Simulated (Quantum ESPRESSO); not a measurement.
# Gap and tunnelling decay at a withheld lattice constant: RbZnCl3, cubic perovskite type

**Set-up.** Quantum ESPRESSO 7.5 (pw.x, pwcond.x with ikind = 0), PBE, GBRV ultrasoft, cubic crystals. κ is the slowest decay along [001] at mid-gap among three points across the current.

```tsv
a (Å)	gap on the mesh (eV)	κ (1/Å)
4.826	1.715	0.196
4.980	1.451	0.173
5.134	1.140	0.149
5.442	0.588	0.098
```

**Question.** What are gap and κ at a = 5.288 Å?

**Worked estimate.** A line through the rows at 5.134 and 5.442 Å gives a gap of 1.140 + 0.500 × (0.588 − 1.140) = 0.86 eV and κ = 0.123 1/Å. The two-band model κ = 0.5123 √(m* E_g/4) needs m* = 0.297 at 5.134 Å; with that mass and the new gap, κ = 0.130 1/Å.

What the calculation gave: The gap is 0.851 eV and κ = 0.122 1/Å. The line misses the gap by +0.013 eV and κ by +1.2 %; the two-band estimate misses κ by +6.3 %.

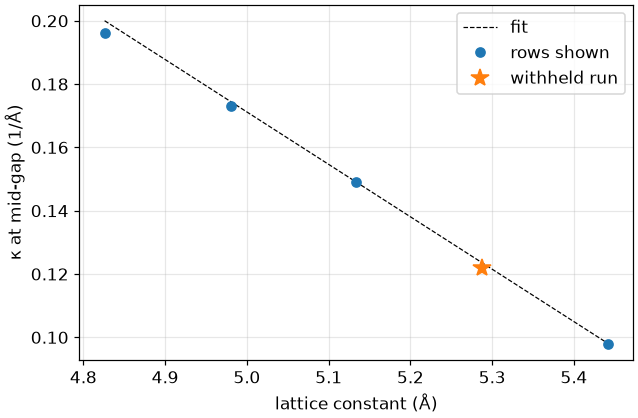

The rows shown, the fit and the withheld run.

Caveats: The structure type is imposed. Local and semilocal gaps and decay constants are too small; no spin-orbit coupling. For an indirect gap m* is a fitting number alone.

[Logs are printed without paths, hosts, clocks, repeated set-up lines and the standing remarks that a program may print on its own settings, such as how far it seeks lower states.]
